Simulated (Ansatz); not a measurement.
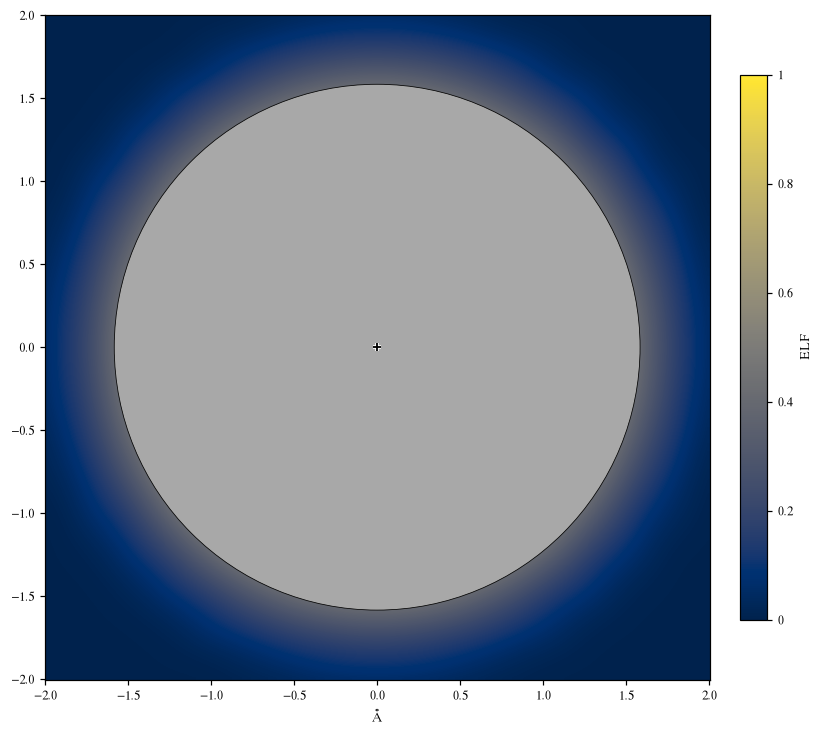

The electron localisation function on a plane through atoms (crosses mark nuclei in the plane; grey discs cover the cores).

Level of theory: Ansatz 0.2.0, CCSD_T on PBE, Gaussian basis def2-TZVPD.

Candidates:
A. K (charge +1)
B. Rb (charge +1)

Question: Which candidate gave the map?

Answer: Candidate B: Rb on a plane that holds the molecular axis, which holds Rb.
